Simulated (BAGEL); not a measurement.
# singlet Si2NH5F+: a chain of runs

Aim: a single-point energy (singlet Si2NH5F+, HF/6-31G*), then a single-point energy (doublet Si2NH5F, NEVPT2(3,3)/6-31G*), then a single-point energy (doublet Si2NH5F, CASPT2(3,3)/6-31G*) of FH5NSi2. 

The results are computed with BAGEL 1.2.2.

3 further runs of the same task are left out: 3 set aside as unsound or not needed.

**1. The molecule**

The species is Si2NH5F+ (9 atoms), meant as a singlet with charge +1. SMILES of the parent species: `N[Si](F)[SiH3]`. The N1–H5 distance was set to 1.912 Å, away from the relaxed value. That shape belongs to the parent species and isn't relaxed for this state. At this shape a bond of the SMILES string is far longer than usual.

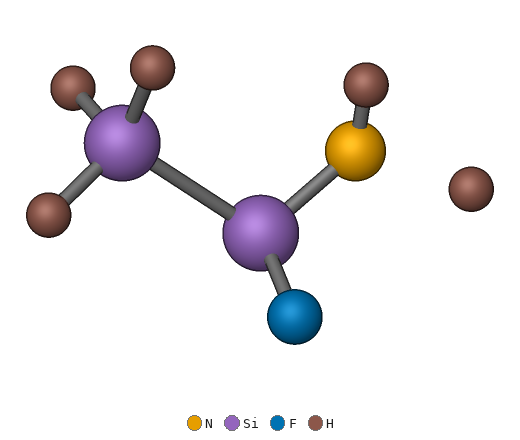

Viewed from a chosen angle; nitrogen amber, silicon purple, fluorine blue, hydrogen brown.

**2. The energy at HF/6-31G(d) (density fitting with svp-jkfit, spherical functions) (run 1)**

calc.json reads:

```json
{ "bagel": [

{
  "title": "molecule",
  "basis": "6-31gs.json",
  "df_basis": "svp-jkfit",
  "geometry": [
    { "atom": "N", "xyz": [    -0.54472489,     1.81072801,    -0.50303754 ] },
    { "atom": "Si", "xyz": [    -0.30076125,    -1.39292469,    -0.30367143 ] },
    { "atom": "F", "xyz": [     0.36517824,    -2.69362318,    -2.98538177 ] },
    { "atom": "Si", "xyz": [     2.85848288,    -2.45230515,     2.62011283 ] },
    { "atom": "H", "xyz": [    -3.29246983,     3.46519079,    -2.16827176 ] },
    { "atom": "H", "xyz": [     0.92699381,     2.98292513,    -0.21050793 ] },
    { "atom": "H", "xyz": [     3.44070750,    -5.19014036,     2.40732967 ] },
    { "atom": "H", "xyz": [     5.22933328,    -0.97926364,     2.21911295 ] },
    { "atom": "H", "xyz": [     1.89680126,    -1.90768608,     5.20242358 ] }
  ]
},

{
  "title": "hf",
  "charge": 1
},

{
  "title": "print",
  "file": "orbitals.molden",
  "orbitals": "true"
}

]}
```

The basis set 6-31G* is read from a file made from the Basis Set Exchange's data (not shown).

Run with:

```
BAGEL_NUM_THREADS=1 BAGEL calc.json > calc.out
```

What it wrote:

```text
* using 1 threads per process

  ===============================================================
  ===============================================================

  *** Geometry ***

  { "atom" : "N", "xyz" : [     -0.544725,      1.810728,     -0.503038 ] },
  { "atom" : "Si", "xyz" : [     -0.300761,     -1.392925,     -0.303671 ] },
  { "atom" : "F", "xyz" : [      0.365178,     -2.693623,     -2.985382 ] },
[... 5 lines of this table left out ...]
  { "atom" : "H", "xyz" : [      1.896801,     -1.907686,      5.202424 ] },

  Number of auxiliary basis functions:      500

  Since a DF basis is specified, we compute 2- and 3-index integrals:
    o Being stored without compression. Storage requirement is 0.022 GB

  Number of basis functions:       74
  Number of electrons      :       49

    * METHOD: MOLECULE                             0.24

  *** RHF ***

  === Nuclear Repulsion ===
   211.3073285550

      * DIIS with orbital gradients will be used.

  === RHF iteration (6-31gs.json) ===
      0       -733.87672010          0.02600448           0.06
      1       -734.02685413          0.02114670           0.06
      2       -734.20165695          0.00211109           0.06
[... 15 lines of this table left out ...]
     18       -734.20544406          0.00000001           0.06
    * SCF iteration converged.

    * Permanent dipole moment:
           (    1.338113,    -0.995551,    -0.260890) a.u.

    * METHOD: HF                                   1.37

    * METHOD: PRINT                                0.01

  ===============================================================
```

It took 1.8 s on 1 thread of Arm Neoverse V2, shared host; peak memory 0.15 GiB.

**3. Doublet neutral Si2NH5F: a single-point energy at NEVPT2(3,3)/6-31G(d) (density fitting with svp-jkfit, spherical functions) (run 2)**

job.json reads:

```json
{ "bagel": [

{
  "title": "molecule",
  "basis": "6-31gs.json",
  "df_basis": "svp-jkfit",
  "geometry": [
    { "atom": "N", "xyz": [    -0.54472489,     1.81072801,    -0.50303754 ] },
    { "atom": "Si", "xyz": [    -0.30076125,    -1.39292469,    -0.30367143 ] },
    { "atom": "F", "xyz": [     0.36517824,    -2.69362318,    -2.98538177 ] },
    { "atom": "Si", "xyz": [     2.85848288,    -2.45230515,     2.62011283 ] },
    { "atom": "H", "xyz": [    -3.29246983,     3.46519079,    -2.16827176 ] },
    { "atom": "H", "xyz": [     0.92699381,     2.98292513,    -0.21050793 ] },
    { "atom": "H", "xyz": [     3.44070750,    -5.19014036,     2.40732967 ] },
    { "atom": "H", "xyz": [     5.22933328,    -0.97926364,     2.21911295 ] },
    { "atom": "H", "xyz": [     1.89680126,    -1.90768608,     5.20242358 ] }
  ]
},

{ "title": "hf", "charge": 1 },

{ "title": "casscf", "nstate": 1, "nact": 3, "nclosed": 23, "nspin": 1, "active": [20, 25, 26], "maxiter": 200, "natocc": true },

{
  "title": "nevpt2",
  "nstate": 1,
  "nact": 3,
  "nclosed": 23,
  "nspin": 1,
  "active": [20, 25, 26],
  "maxiter": 200,
  "natocc": true,
  "ncore": 12
},

{ "title": "print", "file": "orbitals.molden", "orbitals": true }

]}
```

The basis set 6-31G* is read from a file made from the Basis Set Exchange's data (not shown).

Run with:

```
BAGEL_NUM_THREADS=1 BAGEL job.json > job.out
```

What it wrote:

```text
* using 1 threads per process

  ===============================================================
  ===============================================================

  *** Geometry ***

  { "atom" : "N", "xyz" : [     -0.544725,      1.810728,     -0.503038 ] },
  { "atom" : "Si", "xyz" : [     -0.300761,     -1.392925,     -0.303671 ] },
  { "atom" : "F", "xyz" : [      0.365178,     -2.693623,     -2.985382 ] },
[... 5 lines of this table left out ...]
  { "atom" : "H", "xyz" : [      1.896801,     -1.907686,      5.202424 ] },

[... 23 lines left out ...]
    * SCF iteration converged.
[... 1 line left out ...]
    * Permanent dipole moment:
[... 28 lines left out ...]
    * Second-order optimization converged. *
[... 11 lines left out ...]
     * ci vector, state   0, <S^2> = 0.7500
[... 3 lines left out ...]
    * METHOD: CASSCF                               5.31

    * freezing 12 orbitals

  === DF-NEVPT2 calculation ===

    * 3-index integral transformation done
    * assembly done

      NEVPT2 correlation energy:   -0.4552761101      0.11

          (+0)     -0.3642165148
          (+0)'    -0.0200814532
          (+1)     -0.0196185509
          (+1)'    -0.0003725162
          (+2)     -0.0004590340
          (-1)     -0.0480236896
          (-1)'    -0.0004453064
          (-2)     -0.0020590451

      NEVPT2 total energy:       -734.9983571856

    * METHOD: NEVPT2                               0.23

    * METHOD: PRINT                                0.01

  ===============================================================
```

Run time: 7.5 s. Hardware: 1 thread of Arm Neoverse V2, shared host; peak memory 0.15 GiB.

**4. Doublet neutral Si2NH5F: a single-point energy at CASPT2(3,3)/6-31G(d) (density fitting with svp-jkfit, spherical functions) (run 3)**

caspt2.json reads:

```json
{ "bagel": [

{
  "title": "molecule",
  "basis": "6-31gs.json",
  "df_basis": "svp-jkfit",
  "geometry": [
    { "atom": "N", "xyz": [ -0.54472489,  1.81072801, -0.50303754 ] },
    { "atom": "Si", "xyz": [ -0.30076125, -1.39292469, -0.30367143 ] },
    { "atom": "F", "xyz": [  0.36517824, -2.69362318, -2.98538177 ] },
    { "atom": "Si", "xyz": [  2.85848288, -2.45230515,  2.62011283 ] },
    { "atom": "H", "xyz": [ -3.29246983,  3.46519079, -2.16827176 ] },
    { "atom": "H", "xyz": [  0.92699381,  2.98292513, -0.21050793 ] },
    { "atom": "H", "xyz": [  3.44070750, -5.19014036,  2.40732967 ] },
    { "atom": "H", "xyz": [  5.22933328, -0.97926364,  2.21911295 ] },
    { "atom": "H", "xyz": [  1.89680126, -1.90768608,  5.20242358 ] }
  ]
},
{ "title": "hf", "charge": 1 },
{
  "title": "casscf",
  "nstate": 1,
  "nact": 3,
  "nclosed": 23,
  "charge": 0,
  "nspin": 1,
  "active": [20, 25, 26],
  "maxiter": 200,
  "natocc": true
},
{ "title": "print", "file": "orbitals.molden", "orbitals": true },
{ "title": "smith", "method": "caspt2", "ms": true, "xms": true, "sssr": true, "shift": 0.2, "shift_imag": true, "ncore": 12 }

]}
```

The basis set 6-31G* is read from a file made from the Basis Set Exchange's data (not shown).

Run with:

```
BAGEL_NUM_THREADS=1 BAGEL caspt2.json > caspt2.out
```

What it wrote:

```text
* using 1 threads per process

  ===============================================================
  ===============================================================

  *** Geometry ***

  { "atom" : "N", "xyz" : [     -0.544725,      1.810728,     -0.503038 ] },
  { "atom" : "Si", "xyz" : [     -0.300761,     -1.392925,     -0.303671 ] },
  { "atom" : "F", "xyz" : [      0.365178,     -2.693623,     -2.985382 ] },
[... 5 lines of this table left out ...]
  { "atom" : "H", "xyz" : [      1.896801,     -1.907686,      5.202424 ] },

[... 25 lines left out ...]
    * Permanent dipole moment:
[... 40 lines left out ...]
     * ci vector, state   0, <S^2> = 0.7500
[... 21 lines left out ...]
       #      aibj      arbs      arbi      airj      risj      airs      arst      rist         Etot      error   time
[... 8 lines left out ...]
      ------------------------------------------------------------------------------------------------------------------

    * CASPT2 energy : state  0     -735.0063476310
        w/o shift correction       -735.0035803125
        reference weight              0.8644134663

    * METHOD: SMITH                                0.46

  ===============================================================
```

Wall time 8.1 s (1 thread of Arm Neoverse V2, shared host); peak memory 0.15 GiB.

**5. What came out**

| quantity | value |
| --- | --- |
| run 1, HF/6-31G*: total energy | -734.20544 Eh |
| run 1, HF/6-31G*: HOMO energy | -16.27 eV |
| run 1, HF/6-31G*: LUMO energy | -6.33 eV |
| run 1, HF/6-31G*: HOMO–LUMO gap | 9.95 eV |
| doublet neutral Si2NH5F, run 2: total energy | -734.99836 Eh |
| doublet neutral Si2NH5F, run 3: total energy | -735.00635 Eh |
